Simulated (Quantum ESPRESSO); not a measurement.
# FeI2: which magnetic order is lowest, part 2 of 2

A self-consistent run ends on one state, which hangs on the start. Several orders of FeI2 are started in Quantum ESPRESSO and their energies compared.

Quantum ESPRESSO 7.5; LDA with U = 4.5 eV on Fe d (ortho-atomic projectors); plane waves with GBRV 1.5 LDA potentials, no spin-orbit coupling.

So far, absolute magnetization (μB): step 2 (run 1, typed as ferro +) 4.02.

The database entry behind the starting cell has ideal inner coordinates that were not refined, so it need not match the best structure at ambient conditions.

## Step 3: Run 2, typed as antiferro q=(0,1/2,0) +−

This order needs a doubled cell of 6 atoms. The wavevector q is in fractions of the reciprocal vectors of the crystal's primitive cell, as the cells of these inputs are built from it; moments change sign between cells as cos(2π q·R).

Contents of pw.in:

```
&CONTROL
  calculation = 'scf'
  prefix = 'pwscf'
  outdir = './tmp'
  pseudo_dir = './pseudo'
  disk_io = 'nowf'
/
&SYSTEM
  ibrav = 0
  celldm(1) = 8
  nat = 6
  ntyp = 3
  ecutwfc = 40
  ecutrho = 280
  nbnd = 40
  occupations = 'smearing'
  smearing = 'fd'
  degauss = 0.00367493
  nspin = 2
  starting_magnetization(1) = 0.25
  starting_magnetization(2) = -0.25
  starting_magnetization(3) = 0
/
&ELECTRONS
  conv_thr = 1.2d-08
  electron_maxstep = 150
  mixing_beta = 0.3
/
ATOMIC_SPECIES
Fe1    55.8450 fe_lda_v1.5.uspp.F.UPF
Fe2    55.8450 fe_lda_v1.5.uspp.F.UPF
I     126.9045 i_lda_v1.uspp.F.UPF
CELL_PARAMETERS alat
   0.9543116929360    0.0000000000000    0.0000000000000
  -0.9543116929360    1.6529163384274    0.0000000000000
   0.0000000000000    0.0000000000000    1.5944564176530
ATOMIC_POSITIONS crystal
Fe1     0.0000000000    0.0000000000    0.0000000000
Fe2     0.0000000000    0.5000000000    0.0000000000
I       0.3333333333    0.3333333334    0.2500000000
I       0.3333333333    0.8333333333    0.2500000000
I       0.6666666667    0.1666666666    0.7500000000
I       0.6666666667    0.6666666666    0.7500000000
K_POINTS automatic
6 3 6 0 0 0
HUBBARD {ortho-atomic}
U Fe1-3d 4.5000
U Fe2-3d 4.5000
```

Run with:

```sh
> OMP_NUM_THREADS=1 mpirun -n 4 pw.x -nk 4 -in pw.in > pw.out
```

The log of the run:

```text
[banner, memory and clock lines left out]
Program PWSCF v.7.5 starts

     Message from routine setup:
     using ibrav=0 with symmetry is DISCOURAGED, use correct ibrav instead

     bravais-lattice index     =            0
     lattice parameter (alat)  =       8.0000  a.u.
     unit-cell volume          =    1287.7268 (a.u.)^3
     number of atoms/cell      =            6
     number of atomic types    =            3
     number of electrons       =        60.00
     number of Kohn-Sham states=           40
     kinetic-energy cutoff     =      40.0000  Ry
     charge density cutoff     =     280.0000  Ry
     scf convergence threshold =      1.2E-08
     mixing beta               =       0.3000
     number of iterations used =            8  plain     mixing
     Exchange-correlation= SLA  PZ   NOGX NOGC
                           (   1   1   0   0   0   0   0)
     Hubbard projectors: ortho-atomic
     Hubbard parameters of DFT+U (Dudarev formulation) in eV:
     U(Fe1-3d) =  4.5000
     U(Fe2-3d) =  4.5000

     Internal variables: lda_plus_u =T, lda_plus_u_kind = 0

     Internal variables: orbital_resolved =F, hub_pot_fix =F, apply_U = F

     celldm(1)=   8.000000  celldm(2)=   0.000000  celldm(3)=   0.000000
     celldm(4)=   0.000000  celldm(5)=   0.000000  celldm(6)=   0.000000

     crystal axes: (cart. coord. in units of alat)
               a(1) = (   0.954312   0.000000   0.000000 )
               a(2) = (  -0.954312   1.652916   0.000000 )
               a(3) = (   0.000000   0.000000   1.594456 )

     reciprocal axes: (cart. coord. in units 2 pi/alat)
               b(1) = (  1.047876  0.604991 -0.000000 )
               b(2) = (  0.000000  0.604991  0.000000 )
               b(3) = (  0.000000 -0.000000  0.627173 )

     PseudoPot. # 1 for Fe read from file:
     fe_lda_v1.5.uspp.F.UPF
     Pseudo is Ultrasoft + core correction, Zval = 16.0

     PseudoPot. # 2 for Fe read from file:
     fe_lda_v1.5.uspp.F.UPF
     Pseudo is Ultrasoft + core correction, Zval = 16.0

     PseudoPot. # 3 for I  read from file:
     i_lda_v1.uspp.F.UPF
     Pseudo is Ultrasoft + core correction, Zval =  7.0

     atomic species   valence    mass     pseudopotential
     Fe1              16.00    55.84500     Fe( 1.00)
     Fe2              16.00    55.84500     Fe( 1.00)
     I                 7.00   126.90450     I ( 1.00)

     Starting magnetic structure
     atomic species   magnetization
     Fe1             0.250
     Fe2            -0.250
     I               0.000

      4 Sym. Ops., with inversion, found

   Cartesian axes

     site n.     atom                  positions (alat units)
         1        Fe1    tau(   1) = (   0.0000000   0.0000000   0.0000000  )
         2        Fe2    tau(   2) = (  -0.4771558   0.8264582   0.0000000  )
         3        I      tau(   3) = (  -0.0000000   0.5509721   0.3986141  )
         4        I      tau(   4) = (  -0.4771558   1.3774303   0.3986141  )
         5        I      tau(   5) = (   0.4771558   0.2754861   1.1958423  )
         6        I      tau(   6) = (   0.0000000   1.1019442   1.1958423  )

     number of k points=    40  Fermi-Dirac smearing, width (Ry)=  0.0037
                       cart. coord. in units 2pi/alat
        k(    1) = (   0.0000000   0.0000000   0.0000000), wk =   0.0092593
        k(    2) = (   0.0000000   0.0000000   0.1045288), wk =   0.0185185
        k(    3) = (   0.0000000   0.0000000   0.2090577), wk =   0.0185185
        k(    4) = (   0.0000000   0.0000000  -0.3135865), wk =   0.0092593
        k(    5) = (   0.0000000   0.2016638   0.0000000), wk =   0.0185185
        [... 35 further k-points ...]

     Dense  grid:   101841 G-vectors     FFT dimensions: (  45,  81,  72)

     Smooth grid:    43929 G-vectors     FFT dimensions: (  32,  64,  54)

     Check: negative core charge=   -0.000011
     Generating pointlists ...
     new r_m :   0.2805 (alat units)  2.2442 (a.u.) for type    1
     new r_m :   0.2805 (alat units)  2.2442 (a.u.) for type    2
     new r_m :   0.2805 (alat units)  2.2442 (a.u.) for type    3

     Initial potential from superposition of free atoms

     starting charge      57.9996, renormalised to      60.0000

     STARTING HUBBARD OCCUPATIONS:

     =================== HUBBARD OCCUPATIONS ===================
     ------------------------ ATOM    1 ------------------------
     Tr[ns(  1)] (up, down, total) =   5.00000  0.00000  5.00000
     Atomic magnetic moment for atom   1 =   5.00000
     [... lines left out ...]
     ------------------------ ATOM    2 ------------------------
     Tr[ns(  2)] (up, down, total) =   0.00000  5.00000  5.00000
     Atomic magnetic moment for atom   2 =  -5.00000
     [... lines left out ...]
     Number of occupied Hubbard levels =   10.0000

     Atomic wfc used for Hubbard projectors are orthogonalized

     Starting wfcs are   42 randomized atomic wfcs

     Self-consistent Calculation

     iteration #  1     ecut=    40.00 Ry     beta= 0.30
     Davidson diagonalization with overlap
     ethr =  1.00E-02,  avg # of iterations =  3.2

     =================== HUBBARD OCCUPATIONS ===================
     ------------------------ ATOM    1 ------------------------
     Tr[ns(  1)] (up, down, total) =   4.95117  1.13290  6.08407
     Atomic magnetic moment for atom   1 =   3.81827
     [... lines left out ...]
     ------------------------ ATOM    2 ------------------------
     Tr[ns(  2)] (up, down, total) =   1.13299  4.95114  6.08413
     Atomic magnetic moment for atom   2 =  -3.81815
     [... lines left out ...]
     Number of occupied Hubbard levels =   12.1682

     Threshold (ethr) on eigenvalues was too large:
     Diagonalizing with lowered threshold

     Davidson diagonalization with overlap
     ethr =  5.91E-04,  avg # of iterations =  2.7

     total energy              =    -758.92625815 Ry
     estimated scf accuracy    <       0.41437380 Ry

     total magnetization       =     0.00 Bohr mag/cell
     absolute magnetization    =     8.00 Bohr mag/cell

     iteration #  2     ecut=    40.00 Ry     beta= 0.30
     Davidson diagonalization with overlap
     ethr =  6.91E-04,  avg # of iterations =  3.7

     total energy              =    -759.02627469 Ry
     estimated scf accuracy    <       0.14292301 Ry

     total magnetization       =    -0.01 Bohr mag/cell
     absolute magnetization    =     7.50 Bohr mag/cell

     [... further iterations left out ...]

     iteration # 43     ecut=    40.00 Ry     beta= 0.30
     Davidson diagonalization with overlap
     ethr =  1.66E-10,  avg # of iterations =  2.2

     total energy              =    -759.16603566 Ry
     estimated scf accuracy    <       0.00000028 Ry

     total magnetization       =    -0.00 Bohr mag/cell
     absolute magnetization    =     7.64 Bohr mag/cell

     iteration # 44     ecut=    40.00 Ry     beta= 0.30
     Davidson diagonalization with overlap
     ethr =  1.66E-10,  avg # of iterations =  5.2

     Magnetic moment per site  (integrated on atomic sphere of radius R)
     atom   1 (R=0.281)  charge= 14.6388  magn=  3.6338
     atom   2 (R=0.281)  charge= 14.6390  magn= -3.6338
     atom   3 (R=0.281)  charge=  4.5477  magn= -0.0149
     atom   4 (R=0.281)  charge=  4.5480  magn=  0.0149
     atom   5 (R=0.281)  charge=  4.5480  magn=  0.0149
     atom   6 (R=0.281)  charge=  4.5477  magn= -0.0149

     End of self-consistent calculation

     =================== HUBBARD OCCUPATIONS ===================
     ------------------------ ATOM    1 ------------------------
     Tr[ns(  1)] (up, down, total) =   4.95143  1.26140  6.21283
     Atomic magnetic moment for atom   1 =   3.69003
     [... lines left out ...]
     ------------------------ ATOM    2 ------------------------
     Tr[ns(  2)] (up, down, total) =   1.26140  4.95143  6.21283
     Atomic magnetic moment for atom   2 =  -3.69003
     [... lines left out ...]
     Number of occupied Hubbard levels =   12.4257

     [... lines left out ...]
     the Fermi energy is     5.8391 ev

!    total energy              =    -759.16608661 Ry
     estimated scf accuracy    <          6.3E-09 Ry
     smearing contrib. (-TS)   =      -0.00000000 Ry
     internal energy E=F+TS    =    -759.16608661 Ry

     The total energy is F=E-TS. E is the sum of the following terms:
     one-electron contribution =    -509.69715634 Ry
     hartree contribution      =     272.49306507 Ry
     xc contribution           =    -247.39655516 Ry
     ewald contribution        =    -274.68015626 Ry
     Hubbard energy            =       0.11471608 Ry

     total magnetization       =    -0.00 Bohr mag/cell
     absolute magnetization    =     7.64 Bohr mag/cell

     convergence has been achieved in  44 iterations
```

Elapsed: 4.5 min, on 4 MPI ranks of AMD EPYC 9R14 (Zen 4), shared host; peak memory 1.1 GiB; 18 min of CPU time.

Spin moment in the atom's sphere by atom:

```csv
atom,spin moment in the atom's sphere (μB)
Fe1,3.63
Fe2,-3.63
I3,-0.01
I4,0.01
I5,0.01
I6,-0.01
```

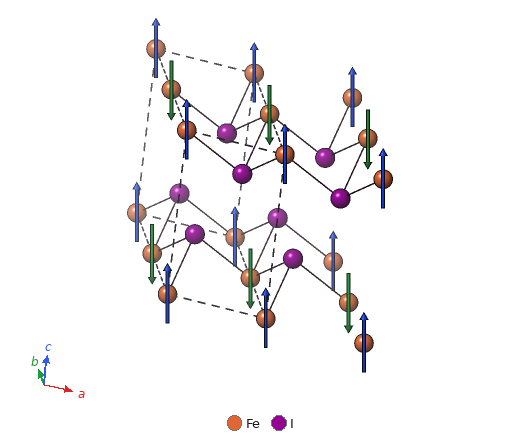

Spin moment in the atom's sphere as arrows, the longest 3.63 μB. Up and down stand for the sign. Arrows give size and sign along the axis of quantisation, drawn up and down the page. The two directions have two colours. Bonds to atoms that aren't drawn are left out. 2×1×1 cells are drawn. Some periodic images of atoms are drawn too.

Read from the output:

```yaml
smearing_term_ts: 4.67e-10 eV
magnetization: 0 μB
absolute_magnetization: 7.641 μB
final_state: antiferromagnetic
```

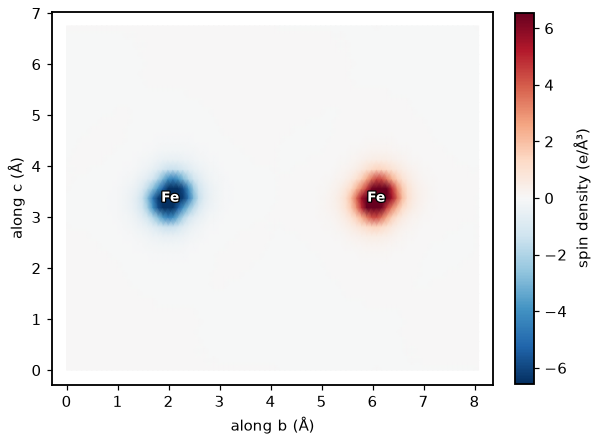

Spin density in the bc plane at fractional x = 0.000, with atoms of Fe within 0.2 Å of it. The map starts off the cell's origin, so that atoms lie inside it.

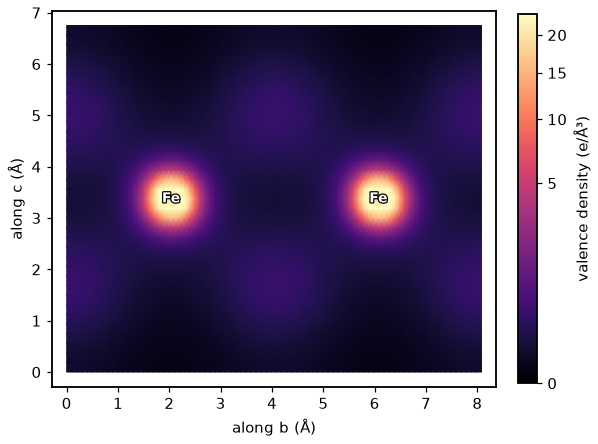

Valence density in the bc plane at fractional x = 0.000, with atoms of Fe within 0.2 Å of it. It is the smooth field of the valence electrons, not physical close to the nuclei. The map starts off the cell's origin, so that atoms lie inside it. The colour scale is stretched toward low values.

## Step 4: Ranking

An order is kept where moments of 0.15 μB or more survive with the typed signs; meshes match where a doubled cell samples the same k points as the first cell.

Orders:

```csv
start,final state,typed order kept,energy over the lowest (meV a seeded atom),largest site moment (μB),net moment (μB a cell of the first run),mesh matched,CPU time (s)
ferro +,ferromagnetic,yes,704.5,3.601,4,yes,93.9
"antiferro q=(0,1/2,0) +-",antiferromagnetic,yes,0,3.634,0,yes,1075
```

## Step 5: Fillings of the first corrected shells

```csv
start,type,spin,occupation numbers
ferro +,Fe,up,0.989 0.989 0.990 0.992 0.992
ferro +,Fe,down,0.022 0.092 0.092 0.552 0.552
"antiferro q=(0,1/2,0) +-",Fe1,up,0.986 0.990 0.991 0.992 0.993
"antiferro q=(0,1/2,0) +-",Fe1,down,0.020 0.021 0.112 0.144 0.963
"antiferro q=(0,1/2,0) +-",Fe2,up,0.020 0.021 0.112 0.144 0.963
"antiferro q=(0,1/2,0) +-",Fe2,down,0.986 0.990 0.991 0.992 0.993
```

## Step 6: Outcome

```
moments, largest by run                         : 3.60, 3.63 μB
spread of the energies of the runs with moments : 704 meV a seeded atom
```

What this shows: Under a U these runs seem to end in unlike orbital states: the fillings of their corrected shells differ, or their energies lie too far apart for exchange alone. The differences are then no exchange energies, and the ranking says little of the magnetic order. Seeding all runs from one set of occupation matrices is the usual remedy.

[Logs and program files are shortened in this print: banners, set-up blocks, solver, clock and traceback lines can be left out without a mark of their own.]

[Logs are printed without paths, hosts, clocks, repeated set-up lines and the standing remarks that a program may print on its own settings, such as how far it seeks lower states.]

[Hosts, paths, dates, database ids (printed as entryN), source tags and the programs' standing remarks are cut or masked in the printed files.]

[Where a cell is said to come from a database of computed structures, the database is the Materials Project.]
